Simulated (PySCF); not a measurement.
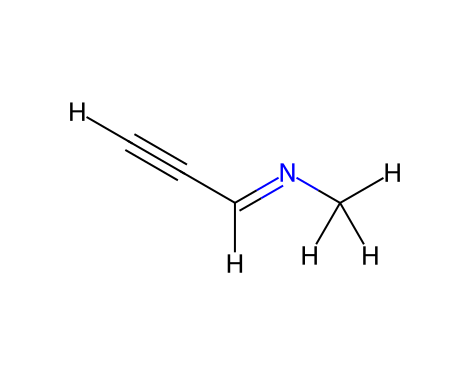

A structural formula.

**Transcribe the drawing into SMILES.**

C#C/C=N/C

**Give the formula, hydrogens included.**

C4H5N.

**An optimisation with GFN2-xTB gave a structure of which point group?**

Cs.

More results for the same structure follow; atom numbers are the same in all pictures, views and colours differ. The geometry was computed by an optimisation with GFN2-xTB. No frequency run is at hand to confirm it as a minimum.

### Geometry

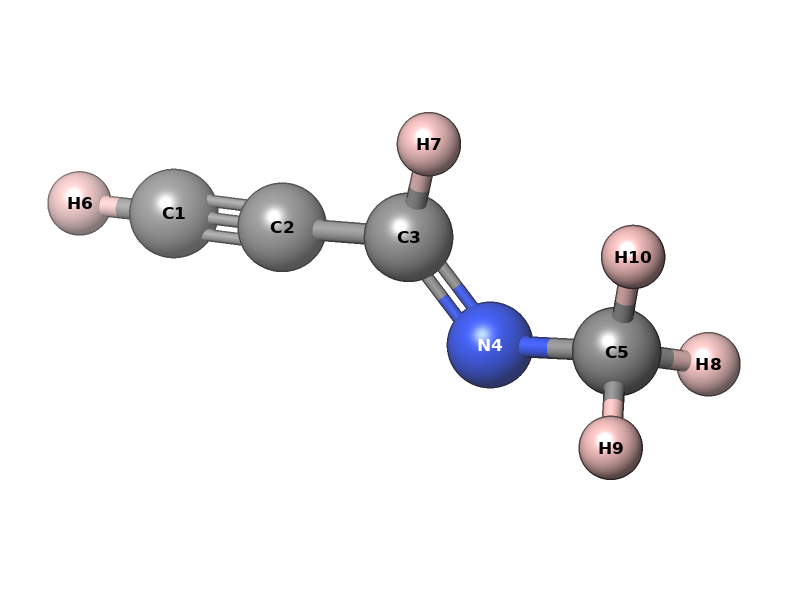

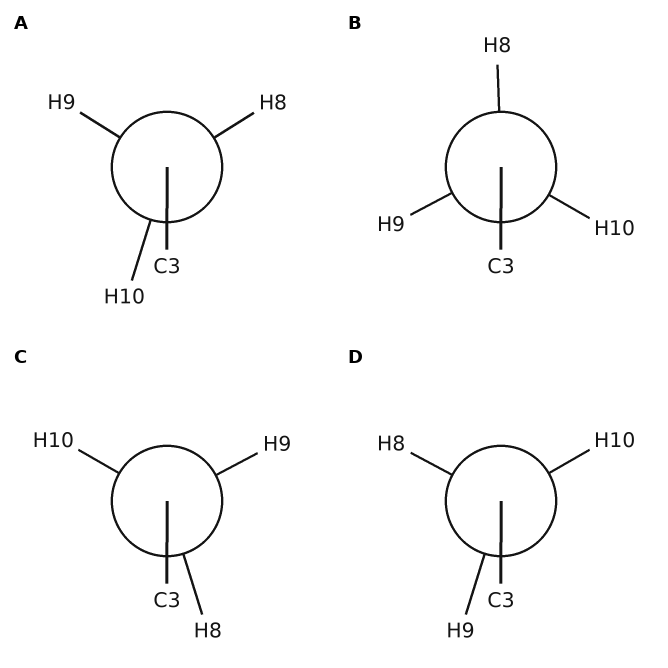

Atoms fade into the background with distance from the viewer. Bonds that would overlap in a projection are set slightly apart. No frequency run is at hand to confirm it as a minimum.

**Which Newman projection shows the view along N4–C5, with N4 in front?**

A. The torsion angle C3–N4–C5–H8 is −122°, anticlinal.

### Electronic properties

No frequency run is at hand to confirm it as a minimum. Level of theory: B3LYP/def2-SVPD, gas phase (PySCF 2.14.0). Excitations: vertical, linear response.

**Estimate the HOMO energy (Kohn–Sham orbital).**

−7.33 eV.

**Give the HOMO–LUMO gap at this level.**

5.79 eV.

**Estimate the lowest vertical singlet excitation.**

4.35 eV.

**Estimate the dipole moment.**

1.36 D.

### Polarisability

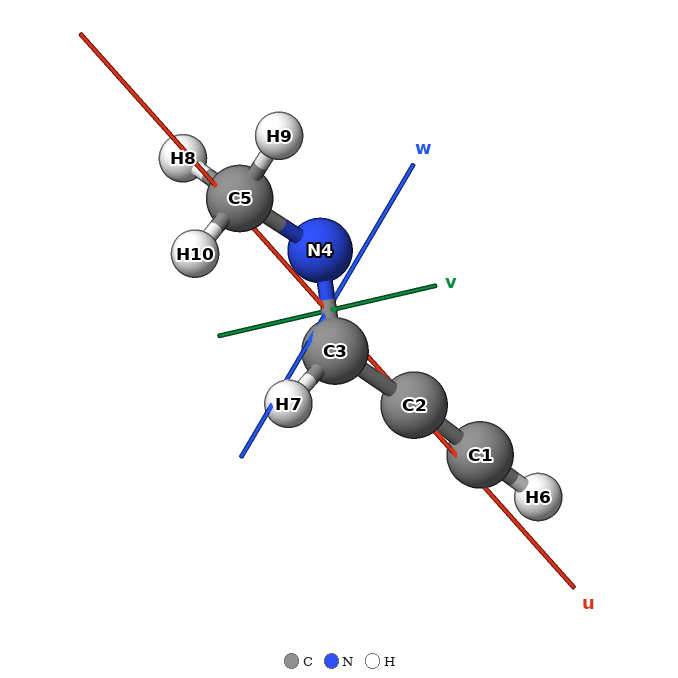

The lines u, v and w are the principal axes of the static dipole polarisability. No frequency run is at hand to confirm it as a minimum. Level of theory: B3LYP/def2-SVPD (PySCF 2.14.0).

**Along which axis is the molecule most polarisable, and along which least?**

Most along u (close to the long direction C1···C5), least along v.

**Give the three principal values.**

u 94.7, v 37.9, w 46.7 bohr³; mean 59.7, anisotropy 53.0 bohr³.

### Core levels

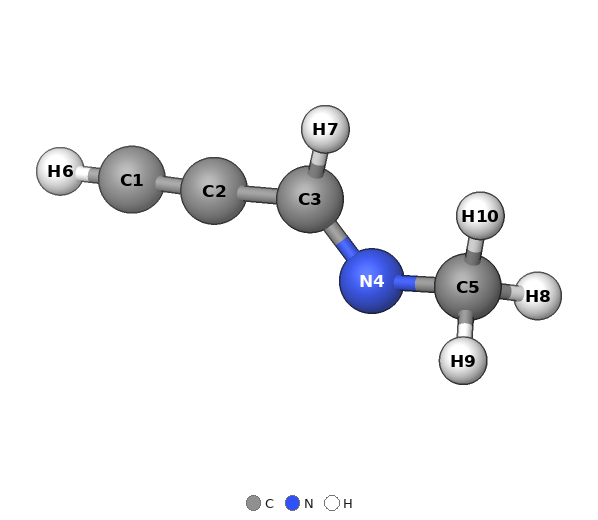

No frequency run is at hand to confirm it as a minimum. Properties computed with delta-SCF UKS SCAN, pcX-2 on the ionised atom, pcseg-1 elsewhere, spin-free X2C (PySCF 2.14.0).

Give the core-electron binding energies (to vacuum) of C1 1s, C2 1s, C3 1s, N4 1s, C5 1s.

```json
{"atom": "C1", "level": "1s", "binding energy (eV)": "290.4"}
{"atom": "C2", "level": "1s", "binding energy (eV)": "290.9"}
{"atom": "C3", "level": "1s", "binding energy (eV)": "292.3"}
{"atom": "N4", "level": "1s", "binding energy (eV)": "404.6"}
{"atom": "C5", "level": "1s", "binding energy (eV)": "291.6"}
```
